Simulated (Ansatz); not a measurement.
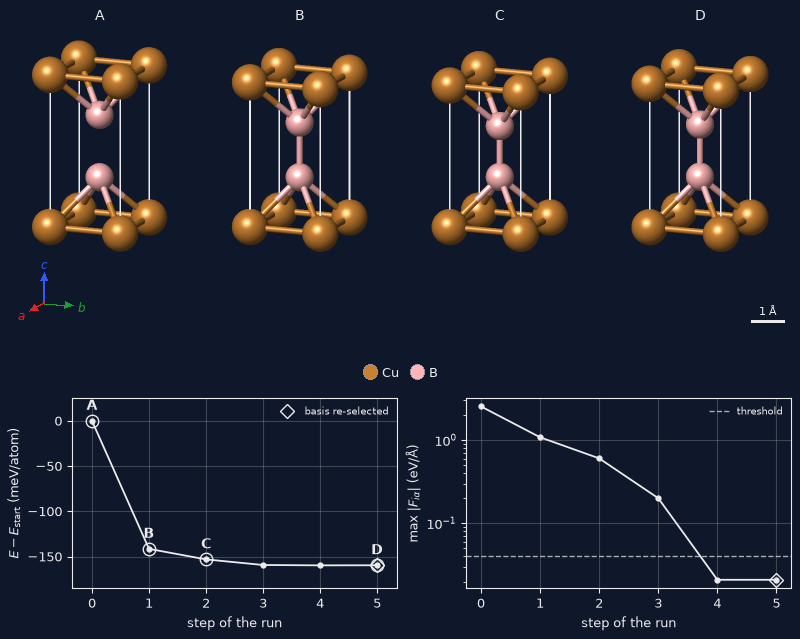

Frames of a relaxation of crystalline CuB$_{2}$ (a generated structure, set up in P4/mmm) (coarse preliminary run), marked on the history of the run. The picture is a ball-and-stick view of the cell of the calculation, seen slightly off an axis.

Theory: DFT PBE, scalar-relativistic, plane waves, PAW in Ansatz. (plane-wave cutoff 420 eV; k-point mesh 8 × 8 × 4; occupations gaussian; smearing width 0.1 eV; no spin polarisation; cell and atoms relaxed; force threshold 0.04 eV/Å; at most 70 steps)

Q: What happens along the run?

A: The energy falls by 160 meV per atom in 4 accepted moves (5 points after the start). The largest force component goes from 2.5 to 0.021 eV/Å. The pressure goes from −4.43 to −0.02 GPa. At 1 point the geometry stayed and the basis and grid were re-selected for the new cell (energy shift of 0.1 meV per atom at most each time). The largest moves relative to the cell, 0.10 Å, are those of B atoms. Cu stays in place. The volume changes by −1.9 %, with a = b 2.341 → 2.386 Å (+2.0 %), c 4.829 → 4.556 Å (−5.7 %). Near-neighbour distances that change, for instance: B–B 1.980 → 1.660 Å, Cu–Cu 2.341 → 2.386 Å, B–Cu 2.184 → 2.224 Å. The space group stays P4/mmm (No. 123). From step 0 to 1: B atoms move most (0.07 Å), volume −3.8 %, energy −141 meV per atom. From step 1 to 2: B atoms move most (0.04 Å), volume −0.6 %, energy −11.6 meV per atom. From step 2 to 5: volume +2.6 %, energy −6.5 meV per atom.

```json
{"step": "0", "E − E(0), meV/atom": "0.00", "largest force component, eV/Å": "2.5415", "pressure, GPa": "-4.43", "volume, Å³/atom": "8.818", "note": ""}
{"step": "1", "E − E(0), meV/atom": "-141.47", "largest force component, eV/Å": "1.0826", "pressure, GPa": "2.23", "volume, Å³/atom": "8.482", "note": ""}
{"step": "2", "E − E(0), meV/atom": "-153.11", "largest force component, eV/Å": "0.6039", "pressure, GPa": "6.57", "volume, Å³/atom": "8.428", "note": ""}
{"step": "3", "E − E(0), meV/atom": "-159.28", "largest force component, eV/Å": "0.2006", "pressure, GPa": "0.54", "volume, Å³/atom": "8.614", "note": ""}
{"step": "4", "E − E(0), meV/atom": "-159.68", "largest force component, eV/Å": "0.0210", "pressure, GPa": "-0.02", "volume, Å³/atom": "8.649", "note": ""}
{"step": "5", "E − E(0), meV/atom": "-159.58", "largest force component, eV/Å": "0.0210", "pressure, GPa": "-0.02", "volume, Å³/atom": "8.649", "note": "same geometry, new basis"}
```
